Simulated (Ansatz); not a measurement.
The compound is Si₂Ni (space group Fm-3m, No. 225), taken as the end point of a relaxation with DFT PBE+D3(BJ), scalar-relativistic, plane waves, PAW (Ansatz).

```cif
data_structure
_symmetry_space_group_name_H-M 'Fm-3m'
_symmetry_Int_Tables_number 225
_cell_length_a 5.3816
_cell_length_b 5.3816
_cell_length_c 5.3816
_cell_angle_alpha 90.000
_cell_angle_beta 90.000
_cell_angle_gamma 90.000
_cell_volume 155.86
loop_
_atom_site_label
_atom_site_type_symbol
_atom_site_symmetry_multiplicity
_atom_site_Wyckoff_symbol
_atom_site_fract_x
_atom_site_fract_y
_atom_site_fract_z
_atom_site_occupancy
Si1 Si 8 c 0.25000 0.75000 0.75000 1
Ni1 Ni 4 a 0.00000 0.00000 0.00000 1
```

Describe the stacking along [111], with columns A (0, 0), B (1/3, 2/3), C (2/3, 1/3) of the hexagonal mesh spanned by (a − b)/2 and (b − c)/2.

Ni(A) – Si(B) – Si(A) – Ni(B) – Si(C) – Si(B) – Ni(C) – Si(A) – Si(C) (nine layers in 9.32 Å).

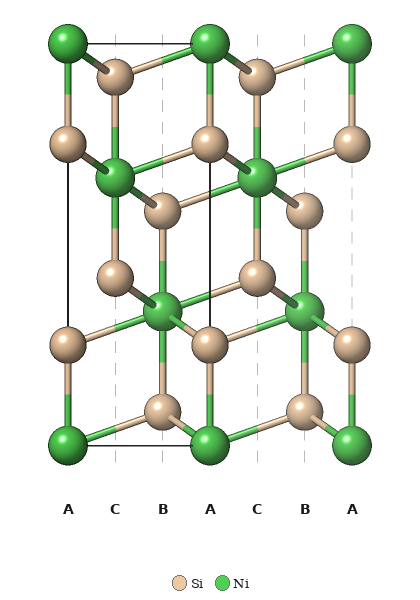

The picture looks along a close-packed row of the hexagonal mesh; [111] points upwards. The dashed lines mark the three columns A (0, 0), B (1/3, 2/3) and C (2/3, 1/3). The box is the hexagonal cell of the face-centred cubic lattice. The sequence starts with the first layer at or above the cell's origin.
